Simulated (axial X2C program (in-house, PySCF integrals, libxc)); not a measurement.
**Linear BrAlBr at several levels**

Aim: the two bond lengths and stretching wavenumbers of linear BrAlBr, with and without spin–orbit coupling, at PBE0, HF, B3LYP, MP2.

The runs use an in-house X2C program for linear molecules on PySCF integrals; all-electron X2C, two-component (2c) or spin-free, Br dyall-av3z, Al dyall-v3z.

All values are calculated.

2 further runs of the same task are left out: 2 set aside as unsound or not needed.

## Step 1: Set-up

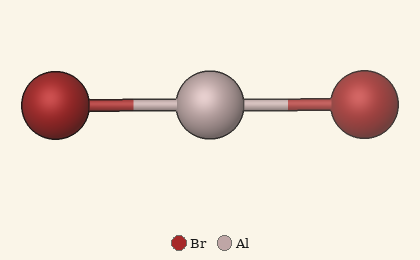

The atoms on one line, bonds 2.400 and 2.400 Å (bromine red, aluminium light grey).

Contents of task.json:

```json
{
 "zs": [
  35,
  13,
  35
 ],
 "q": 0,
 "bas": [
  "dyall-av3z",
  "dyall-v3z",
  "dyall-av3z"
 ],
 "r0": [
  2.4,
  2.4
 ],
 "symm": 1,
 "scan": [
  "PBE0",
  "HF",
  "B3LYP"
 ],
 "levels": [
  "PBE0",
  "HF",
  "PBE"
 ],
 "nst": 2
}
```

Keys: zs atomic numbers; q charge; bas basis sets; r0 starting distance in Å; symm equal bonds; scan levels of the two-bond scan (MP2 follows by itself at each HF point); levels methods; nst determinants followed.

On the command line:

```sh
$ python solin.py task.json out
```

Masses Br 78.918, Al 26.982, Br 78.918 u.

## Step 2: Scan at PBE0, 2c

State: Ω = 1/2 (beyond evenly filled blocks: ω = 1/2). Energies above the lowest point, from the job's result record:

```
r(Br–Al) (Å)  r(Al–Br) (Å)  E (meV)
      2.2757        2.2757    31.50
      2.2757        2.3340    14.16
      2.2757        2.3923    26.19
      2.3340        2.2757    14.16
      2.3340        2.3340     0.00
      2.3340        2.3923    15.22
      2.3340        2.4507    53.52
      2.3923        2.2757    26.19
      2.3923        2.3340    15.22
      2.3923        2.3923    33.66
      2.4507        2.3340    53.52
      2.4507        2.4507   119.73
```

A quadratic surface with cubic terms in each bond gives the minimum at 2.331 and 2.331 Å, force constants 1.4, 1.4 and coupling 0.15 mdyn/Å.

## Step 3: Scan at HF, 2c

State: Ω = 1/2 (beyond evenly filled blocks: ω = 1/2). Energies above the lowest point, from the job's result record:

```
r(Br–Al) (Å)  r(Al–Br) (Å)  E (meV)
      2.2757        2.2757    50.58
      2.2757        2.3340    23.29
      2.2757        2.3923    25.77
      2.3340        2.2757    23.29
      2.3340        2.3340     0.00
      2.3340        2.3923     6.63
      2.3340        2.4507    36.24
      2.3923        2.2757    25.77
      2.3923        2.3340     6.63
      2.3923        2.3923    17.50
      2.4507        2.3340    36.24
      2.4507        2.4507    89.59
```

A quadratic surface with cubic terms in each bond gives the minimum at 2.346 and 2.346 Å, force constants 1.34, 1.34 and coupling 0.20 mdyn/Å.

## Step 4: Scan at B3LYP, 2c

State: Ω = 1/2 (beyond evenly filled blocks: ω = 1/2). Energies above the lowest point, from the job's result record:

```
r(Br–Al) (Å)  r(Al–Br) (Å)  E (meV)
      2.2757        2.2757    55.01
      2.2757        2.3340    25.99
      2.2757        2.3923    26.08
      2.3340        2.2757    25.99
      2.3340        2.3340     0.00
      2.3340        2.3923     3.15
      2.3340        2.4507    29.15
      2.3923        2.2757    26.08
      2.3923        2.3340     3.15
      2.3923        2.3923     9.39
      2.4507        2.3340    29.15
      2.4507        2.4507    70.52
```

A quadratic surface with cubic terms in each bond gives the minimum at 2.353 and 2.353 Å, force constants 1.27, 1.27 and coupling 0.14 mdyn/Å.

## Step 5: The levels side by side

| level | r(Br–Al) (Å) | r(Al–Br) (Å) | lower stretch (cm⁻¹) | upper stretch (cm⁻¹) |
| --- | --- | --- | --- | --- |
| PBE0, 2c | 2.331 | 2.331 | 182.5 | 429.0 |
| HF, 2c | 2.346 | 2.346 | 182.0 | 410.3 |
| B3LYP, 2c | 2.353 | 2.353 | 174.6 | 407.9 |
| MP2, 2c | 2.321 | 2.321 | 189.4 | 451.7 |
| PBE0, spin-free | 2.330 | 2.330 | 183.1 | 430.1 |
| HF, spin-free | 2.345 | 2.345 | 182.5 | 411.5 |
| B3LYP, spin-free | 2.352 | 2.352 | 175.3 | 409.4 |
| MP2, spin-free | 2.320 | 2.320 | 189.8 | 452.4 |

Scans not shown above were run alike.

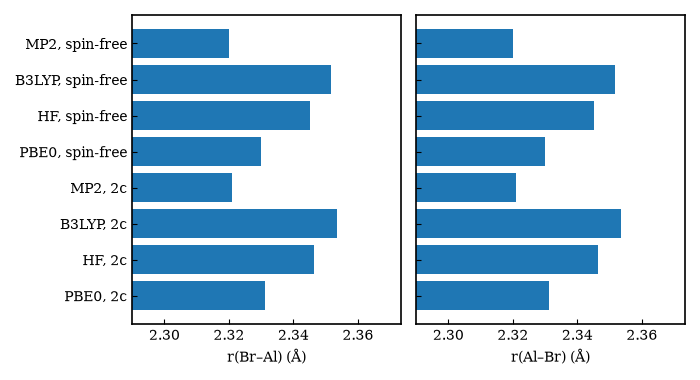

The two bond lengths by level.

**Reading.** Over the levels the Br–Al bond spans 2.320 to 2.353 Å and the Al–Br bond 2.320 to 2.353 Å. At PBE0 going from spin-free to two-component moves the bonds by +0.001 and +0.001 Å. Each state is one determinant, the lowest of a limited PBE0 search; the stretches come from a fit to few points and are good to some per cent at best. The stretches are sorted by size, and where the two bonds are alike the symmetric and antisymmetric modes can swap order between levels. MP2 freezes inner shells (threshold -2 hartree). The molecule was held linear; bending was not examined, so a bent shape may lie lower.
